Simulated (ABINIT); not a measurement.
# BaZrSe3 (P1): G0W0 in ABINIT against the screening cutoff in the self-energy

Aim: move the screening cutoff in the self-energy of a G0W0 run on BaZrSe3 (P1) over a wide range.

Program: ABINIT 10.8.3. Level of theory: PBEsol and many-body steps on it, plane waves. Results are calculated unless marked as measured.

## Step 1: Starting point

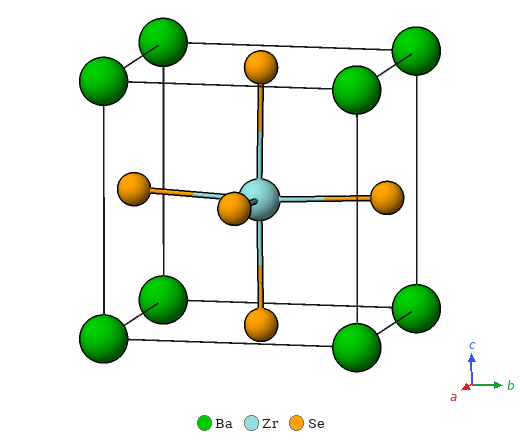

Start, viewed slightly off an axis; barium green, zirconium light teal, selenium orange. Some periodic images of atoms are drawn too.

The cell and positions are those that the Materials Project relaxed with its own functionals (PBE, PBE+U or r2SCAN), kept fixed. Spin-orbit coupling is left out unless a step names it.

## Step 2: Screening, 2×2×2 mesh, 276 bands, screening to 176.9 eV

This step: ABINIT 10.8.3; RPA screening on PBEsol, plane waves, norm-conserving pseudopotentials.

The RPA dielectric matrix is built and inverted for each q.

run.abi

```
acell 3*1.0 Angstrom
rprim 
  5.287383000000 -0.000000000000 -0.000000000000
  0.003576000000 5.296392000000 -0.000000000000
  0.007950000000 0.010054000000 5.309462000000
ntypat 3
znucl 56 40 34
natom 5
typat 1 2 3 3 3
xred 
  0.998643000000 0.998478000000 0.998673000000
  0.476578000000 0.490069000000 0.476727000000
  0.488317000000 0.998506000000 0.502693000000
  0.983845000000 0.511636000000 0.518540000000
  0.492614000000 0.501310000000 0.993370000000
pp_dirpath "pseudos"
pseudos "Ba.upf, Zr.upf, Se.upf"
ecut 39
ngkpt 2 2 2
nshiftk 1
shiftk 0 0 0
kptopt 1
chksymbreak 0
istwfk *1
occopt 1
irdwfk 1
optdriver 3
nband 276
ecuteps 6.5
inclvkb 2
awtr 1
symchi 1
indata_prefix "in"
outdata_prefix "out"
tmpdata_prefix "tmp"
```

The run is started by

```sh
$ OMP_NUM_THREADS=1 mpirun -n 8 abinit run.abi > log
```

Output:

```text
.Version 10.8.3 of ABINIT. v10.8.2 released Aug 2026.

 Symmetries : space group P1 (#  1); Bravais aP (primitive triclinic)
[... echo of the input left out ...]
== DATASET  1 ==================================================================
-   mpi_nproc: 8, omp_nthreads: 1 (-1 if OMP is not activated)

--- !DatasetInfo
iteration_state: {dtset: 1, }
dimensions: {natom: 5, nkpt: 8, mband: 276, nsppol: 1, nspinor: 1, nspden: 1, mpw: 11685, }
cutoff_energies: {ecut:  39.0, pawecutdg:  -1.0, }
electrons: {nelect:   7.00000000E+01, charge:   0.00000000E+00, occopt:   1.00000000E+00, tsmear:   1.00000000E-02, }

 SCREENING: Calculation of the susceptibility and dielectric matrices

 Based on a program developped by R.W. Godby, V. Olevano, G. Onida, and L. Reining.
 Incorporated in ABINIT by V. Olevano, G.-M. Rignanese, and M. Torrent.
.Using double precision arithmetic ; gwpc =  8

[... cell and pseudopotentials left out ...]
--------------------------------------------------------------------------------

 ==== K-mesh for the wavefunctions ====
 Number of points in the irreducible wedge :     8
[... list of points left out ...]
 Together with  1 symmetry operations and time-reversal symmetry
 yields     8 points in the full Brillouin Zone.

 ==== Q-mesh for the screening function ====
 Number of points in the irreducible wedge :     8
[... list of points left out ...]
 Together with  1 symmetry operations and time-reversal symmetry
 yields     8 points in the full Brillouin Zone.

 setmesh: FFT mesh size selected  =    40x   40x   40
          total number of points  =        64000

 vcoul_init : cutoff-mode = AUXILIARY_FUNCTION
 q-points for optical limit:   1
     1)      0.000010    0.000020    0.000030

- screening: taking advantage of time-reversal symmetry
- Maximum band index for partially occupied states nbvw = 35
- Remaining bands to be divided among processors   nbcw = 241
- Number of bands treated by each node ~30

 Number of electrons calculated from density =   70.0000; Expected =   70.0000
 average of density, n =  0.069764
 r_s =    1.5069
 omega_plasma =   25.4783 [eV]

 calculating chi0 at frequencies [eV] :
  1    0.000000E+00    0.000000E+00
  2    0.000000E+00    2.547831E+01

--------------------------------------------------------------------------------
  q-point number  1        q = ( 0.000000, 0.000000, 0.000000) [r.l.u.]
--------------------------------------------------------------------------------
[... chi0 elements left out ...]
 For q-point:  0.000010 0.000020 0.000030
  dielectric constant =  24.4728
  dielectric constant without local fields =  31.1039

  Average fulfillment of the sum rule on Im[epsilon] for q-point    1 :     65.79  [%]
[... wings left out ...]
  q-point number  2        q = ( 0.500000, 0.000000, 0.000000) [r.l.u.]
--------------------------------------------------------------------------------
[... chi0 elements left out ...]
  Average fulfillment of the sum rule on Im[epsilon] for q-point    2 :     69.76  [%]

 [... 6 further q-points ...]
```

Run time: 3.1 min. Hardware: 8 MPI ranks of Arm Neoverse V2, shared host; peak memory 5.9 GiB; 25 min of CPU time.

This step gave:

* ε∞ with local fields, on this mesh, along the program's q direction: 24.47
* the same without local fields: 31.10
* plasma frequency: 25.48 eV
* plane waves in the screening matrix: 773

Local fields lower ε∞ by 21 %. On a Γ-centred mesh this coarse the value itself is usually too large, while a short band sum pulls it down.

## Step 3: 0.7 Ha

This step: G0W0 on PBEsol, plane waves, norm-conserving pseudopotentials.

run.abi: that of step 2 with these lines changed.

```diff
@@ -26,8 +26,17 @@
 irdwfk 1
-optdriver 3
+optdriver 4
 nband 276
-ecuteps 6.5
-inclvkb 2
-awtr 1
-symchi 1
+gwcalctyp 0
+ecutsigx 39
+symsigma 1
+nkptgw 2
+kptgw 
+  0.5000000000 0.5000000000 0.5000000000
+  0.0000000000 0.0000000000 0.0000000000
+bdgw 
+  34 37
+  34 37
+ecuteps 0.7
+irdscr 1
+ppmodel 1
 indata_prefix "in"
```

Output:

```text
.Version 10.8.3 of ABINIT. v10.8.2 released Aug 2026.

 Symmetries : space group P1 (#  1); Bravais aP (primitive triclinic)
[... echo of the input left out ...]
== DATASET  1 ==================================================================
-   mpi_nproc: 8, omp_nthreads: 1 (-1 if OMP is not activated)

--- !DatasetInfo
iteration_state: {dtset: 1, }
dimensions: {natom: 5, nkpt: 8, mband: 276, nsppol: 1, nspinor: 1, nspden: 1, mpw: 11685, }
cutoff_energies: {ecut:  39.0, pawecutdg:  -1.0, }
electrons: {nelect:   7.00000000E+01, charge:   0.00000000E+00, occopt:   1.00000000E+00, tsmear:   1.00000000E-02, }

 SIGMA: Calculation of the GW corrections

 Based on a program developped by R.W. Godby, V. Olevano, G. Onida, and L. Reining.
 Incorporated in ABINIT by V. Olevano, G.-M. Rignanese, and M. Torrent.
.Using double precision arithmetic ; gwpc =  8

[... cell and pseudopotentials left out ...]
--------------------------------------------------------------------------------

 ==== K-mesh for the wavefunctions ====
 Number of points in the irreducible wedge :     8
[... list of points left out ...]
 Together with  1 symmetry operations and time-reversal symmetry
 yields     8 points in the full Brillouin Zone.

 ==== Q-mesh for screening function ====
 Number of points in the irreducible wedge :     8
[... list of points left out ...]
 Together with  1 symmetry operations and time-reversal symmetry
 yields     8 points in the full Brillouin Zone.

 vcoul_init : cutoff-mode = AUXILIARY_FUNCTION
 q-points for optical limit:   1
     1)      0.000010    0.000020    0.000030
 setmesh: FFT mesh size selected  =    60x   60x   60
          total number of points  =       216000

 Number of electrons calculated from density =   70.0000; Expected =   70.0000
 average of density, n =  0.069764
 r_s =    1.5069
 omega_plasma =   25.4783 [eV]

 === KS Band Gaps ===
  >>>> For spin  1
   Minimum direct gap =   0.6981 [eV], located at k-point      :   0.0000  0.0000  0.0000
   Fundamental gap    =   0.1572 [eV], Top of valence bands at :   0.5000  0.5000  0.5000
                                       Bottom of conduction at :   0.0000  0.0000  0.0000
 SIGMA fundamental parameters:
 PLASMON POLE MODEL  1
 number of plane-waves for SigmaX                11685
 number of plane-waves for SigmaC and W             27
 number of plane-waves for wavefunctions         11685
 number of bands                                   276
 number of independent spin polarizations            1
 number of spinorial components                      1
 number of k-points in IBZ                           8
 number of q-points in IBZ                           8
 number of symmetry operations                       1
 number of k-points in BZ                            8
 number of q-points in BZ                            8
 number of frequencies for dSigma/dE                 9
 frequency step for dSigma/dE [eV]                0.25
 number of omega for Sigma on real axis              0
 max omega for Sigma on real axis  [eV]           0.00
 zcut for avoiding poles [eV]                     0.10

 EPSILON^-1 parameters (SCR file):
 dimension of the eps^-1 matrix on file            773
 dimension of the eps^-1 matrix used                27
 number of plane-waves for wavefunctions         11685
 number of bands                                   276
 number of q-points in IBZ                           8
 number of frequencies                               2
 number of real frequencies                          1
 number of imag frequencies                          1

 matrix elements of self-energy operator (all in [eV])

 Perturbative Calculation

--- !SelfEnergy_ee
iteration_state: {dtset: 1, }
kpoint     : [   0.500,    0.500,    0.500, ]
spin       : 1
KS_gap     :    2.344
QP_gap     :    3.992
Delta_QP_KS:    1.648
data: !SigmaeeData |
     Band     E0 <VxcDFT>   SigX SigC(E0)      Z dSigC/dE  Sig(E)    E-E0       E
       34   4.975 -13.664 -16.877   2.453   0.811  -0.232 -14.281  -0.617   4.358
       35   5.008 -13.676 -16.904   2.463   0.811  -0.233 -14.296  -0.620   4.388
       36   7.352 -12.842  -7.353  -4.199   0.798  -0.254 -11.813   1.029   8.380
       37   7.542 -13.631  -7.813  -4.397   0.792  -0.262 -12.505   1.126   8.668

--- !SelfEnergy_ee
iteration_state: {dtset: 1, }
kpoint     : [   0.000,    0.000,    0.000, ]
spin       : 1
KS_gap     :    0.698
QP_gap     :    2.247
Delta_QP_KS:    1.549
data: !SigmaeeData |
     Band     E0 <VxcDFT>   SigX SigC(E0)      Z dSigC/dE  Sig(E)    E-E0       E
       34   4.399 -13.893 -16.864   2.403   0.809  -0.236 -14.353  -0.460   3.939
       35   4.467 -14.053 -17.267   2.536   0.810  -0.234 -14.602  -0.549   3.918
       36   5.166 -12.570  -7.747  -3.578   0.803  -0.245 -11.570   1.000   6.165
       37   5.296 -12.656  -8.190  -3.377   0.805  -0.243 -11.780   0.876   6.172

== END DATASET(S) ==============================================================
================================================================================

 -outvars: echo values of variables after computation  --------
           etotal      0.0000000000E+00
            nband         276
             nkpt           8
          spgroup           1
 [... the other variables as echoed above ...]

 Calculation completed.
```

The job ended after 5.6 s (8 MPI ranks; peak memory 0.37 GiB; 44 s of CPU time).

Numbers from this step:

- G0W0 gap on the points computed: 1.777 eV
- starting gap on the mesh: 0.1573 eV
- k of the valence top: 0.5, 0.5, 0.5
- k of the conduction bottom: 0, 0, 0
- Z at the valence top: 0.811
- Z at the conduction bottom: 0.803
- least direct G0W0 gap on the computed points: 2.226 eV

## Step 4: 1.3 Ha

run.abi: that of step 3 with these lines changed.

```diff
@@ -38,3 +38,3 @@
   34 37
-ecuteps 0.7
+ecuteps 1.3
 irdscr 1
```

Output:

```text
.Version 10.8.3 of ABINIT. v10.8.2 released Aug 2026.

 Symmetries : space group P1 (#  1); Bravais aP (primitive triclinic)
[... echo of the input left out ...]
== DATASET  1 ==================================================================
-   mpi_nproc: 8, omp_nthreads: 1 (-1 if OMP is not activated)

--- !DatasetInfo
iteration_state: {dtset: 1, }
dimensions: {natom: 5, nkpt: 8, mband: 276, nsppol: 1, nspinor: 1, nspden: 1, mpw: 11685, }
cutoff_energies: {ecut:  39.0, pawecutdg:  -1.0, }
electrons: {nelect:   7.00000000E+01, charge:   0.00000000E+00, occopt:   1.00000000E+00, tsmear:   1.00000000E-02, }

 SIGMA: Calculation of the GW corrections

 Based on a program developped by R.W. Godby, V. Olevano, G. Onida, and L. Reining.
 Incorporated in ABINIT by V. Olevano, G.-M. Rignanese, and M. Torrent.
.Using double precision arithmetic ; gwpc =  8

[... cell and pseudopotentials left out ...]
--------------------------------------------------------------------------------

 ==== K-mesh for the wavefunctions ====
 Number of points in the irreducible wedge :     8
[... list of points left out ...]
 Together with  1 symmetry operations and time-reversal symmetry
 yields     8 points in the full Brillouin Zone.

 ==== Q-mesh for screening function ====
 Number of points in the irreducible wedge :     8
[... list of points left out ...]
 Together with  1 symmetry operations and time-reversal symmetry
 yields     8 points in the full Brillouin Zone.

 vcoul_init : cutoff-mode = AUXILIARY_FUNCTION
 q-points for optical limit:   1
     1)      0.000010    0.000020    0.000030
 setmesh: FFT mesh size selected  =    60x   60x   60
          total number of points  =       216000

 Number of electrons calculated from density =   70.0000; Expected =   70.0000
[...]
number of omega for Sigma on real axis              0
 max omega for Sigma on real axis  [eV]           0.00
 zcut for avoiding poles [eV]                     0.10

 EPSILON^-1 parameters (SCR file):
 dimension of the eps^-1 matrix on file            773
 dimension of the eps^-1 matrix used                81
 number of plane-waves for wavefunctions         11685
 number of bands                                   276
 number of q-points in IBZ                           8
 number of frequencies                               2
 number of real frequencies                          1
 number of imag frequencies                          1

 matrix elements of self-energy operator (all in [eV])

 Perturbative Calculation

--- !SelfEnergy_ee
iteration_state: {dtset: 1, }
kpoint     : [   0.500,    0.500,    0.500, ]
spin       : 1
KS_gap     :    2.344
QP_gap     :    3.721
Delta_QP_KS:    1.378
data: !SigmaeeData |
     Band     E0 <VxcDFT>   SigX SigC(E0)      Z dSigC/dE  Sig(E)    E-E0       E
       34   4.975 -13.664 -16.877   2.322   0.793  -0.261 -14.371  -0.706   4.268
       35   5.008 -13.676 -16.904   2.333   0.793  -0.261 -14.385  -0.709   4.299
       36   7.352 -12.842  -7.353  -4.632   0.781  -0.280 -12.173   0.669   8.021
[...]
--- !SelfEnergy_ee
iteration_state: {dtset: 1, }
kpoint     : [   0.000,    0.000,    0.000, ]
spin       : 1
KS_gap     :    0.698
QP_gap     :    1.987
Delta_QP_KS:    1.289
data: !SigmaeeData |
     Band     E0 <VxcDFT>   SigX SigC(E0)      Z dSigC/dE  Sig(E)    E-E0       E
[...]
36   5.166 -12.570  -7.747  -4.003   0.789  -0.267 -11.922   0.648   5.813
       37   5.296 -12.656  -8.190  -3.764   0.791  -0.265 -12.101   0.555   5.851

== END DATASET(S) ==============================================================
================================================================================

 -outvars: echo values of variables after computation  --------
           etotal      0.0000000000E+00
            nband         276
             nkpt           8
          spgroup           1
 [... the other variables as echoed above ...]

 Calculation completed.
```

Wall time 6.6 s (8 MPI ranks); peak memory 2.6 GiB.

This step gave:

- G0W0 gap on the points computed: 1.514 eV
- starting gap on the mesh: 0.1573 eV
- k of the valence top: 0.5, 0.5, 0.5
- k of the conduction bottom: 0, 0, 0
- Z at the valence top: 0.793
- Z at the conduction bottom: 0.789
- least direct G0W0 gap on the computed points: 1.986 eV

## Step 5: 2.3 Ha

The self-energy is evaluated for the states that the input lists, and the levels follow from it, in one-shot runs by the linearised quasiparticle equation.

run.abi: that of step 4 with these lines changed.

```diff
@@ -38,3 +38,3 @@
   34 37
-ecuteps 1.3
+ecuteps 2.3
 irdscr 1
```

Output:

```text
.Version 10.8.3 of ABINIT. v10.8.2 released Aug 2026.

 Symmetries : space group P1 (#  1); Bravais aP (primitive triclinic)
[... echo of the input left out ...]
== DATASET  1 ==================================================================
-   mpi_nproc: 8, omp_nthreads: 1 (-1 if OMP is not activated)

--- !DatasetInfo
iteration_state: {dtset: 1, }
dimensions: {natom: 5, nkpt: 8, mband: 276, nsppol: 1, nspinor: 1, nspden: 1, mpw: 11685, }
cutoff_energies: {ecut:  39.0, pawecutdg:  -1.0, }
[...]
Band     E0 <VxcDFT>   SigX SigC(E0)      Z dSigC/dE  Sig(E)    E-E0       E
[...]
36   5.166 -12.570  -7.747  -4.121   0.785  -0.273 -12.018   0.552   5.717
       37   5.296 -12.656  -8.190  -3.880   0.787  -0.271 -12.195   0.461   5.757

== END DATASET(S) ==============================================================
================================================================================

 -outvars: echo values of variables after computation  --------
           etotal      0.0000000000E+00
            nband         276
             nkpt           8
          spgroup           1
 [... the other variables as echoed above ...]

 Calculation completed.
```

The job ended after 8.4 s (8 MPI ranks; peak memory 2.2 GiB; 67 s of CPU time).

Numbers from this step:

- G0W0 gap on the points computed: 1.499 eV
- starting gap on the mesh: 0.1573 eV
- k of the valence top: 0.5, 0.5, 0.5
- k of the conduction bottom: 0, 0, 0
- least direct G0W0 gap on the computed points: 1.988 eV

The gap on the mesh goes from 0.16 eV to 1.50 eV, a correction of +1.34 eV.

## Step 6: 3.2 Ha

run.abi: that of step 5 with these lines changed.

```diff
@@ -38,3 +38,3 @@
   34 37
-ecuteps 2.3
+ecuteps 3.2
 irdscr 1
```

Output:

```text
.Version 10.8.3 of ABINIT. v10.8.2 released Aug 2026.

 Symmetries : space group P1 (#  1); Bravais aP (primitive triclinic)
[... echo of the input left out ...]
== DATASET  1 ==================================================================
-   mpi_nproc: 8, omp_nthreads: 1 (-1 if OMP is not activated)

--- !DatasetInfo
iteration_state: {dtset: 1, }
dimensions: {natom: 5, nkpt: 8, mband: 276, nsppol: 1, nspinor: 1, nspden: 1, mpw: 11685, }
cutoff_energies: {ecut:  39.0, pawecutdg:  -1.0, }
[...]
Band     E0 <VxcDFT>   SigX SigC(E0)      Z dSigC/dE  Sig(E)    E-E0       E
[...]
36   5.166 -12.570  -7.747  -4.137   0.784  -0.275 -12.032   0.538   5.703
       37   5.296 -12.656  -8.190  -3.898   0.785  -0.274 -12.210   0.446   5.742

== END DATASET(S) ==============================================================
================================================================================

 -outvars: echo values of variables after computation  --------
           etotal      0.0000000000E+00
            nband         276
             nkpt           8
          spgroup           1
 [... the other variables as echoed above ...]

 Calculation completed.
```

It took 12 s on 8 MPI ranks; peak memory 3.5 GiB.

This step gave:

* G0W0 gap on the points computed: 1.528 eV
* starting gap on the mesh: 0.1573 eV
* k of the valence top: 0.5, 0.5, 0.5
* k of the conduction bottom: 0, 0, 0
* least direct G0W0 gap on the computed points: 2.016 eV

Against the run before, the gap moves by +0.029 eV.

(Part 1 of 2 ends here.)

[Paths, hosts, dates, memory and timing lines, banners, echoed tables and standing remarks are left out of the program output.]

[Logs are printed without paths, hosts, clocks, repeated set-up lines and the standing remarks that a program may print on its own settings, such as how far it seeks lower states.]

[Runs of the session that timed out or met a known fault of the program may be left out.]

[Hosts, paths, dates, database ids (printed as entryN), source tags and the programs' standing remarks are cut or masked in the printed files.]

[G0W0 gaps are taken among the corrected bands and points alone; a level outside them can change the order at an edge.]

[Where Ansatz stands beside ABINIT at settings called matched, ABINIT's density can come from a denser mesh and the files from another edition; pairs whose starting gaps differed by over 0.03 eV were left out, so agreement reads better than it is.]
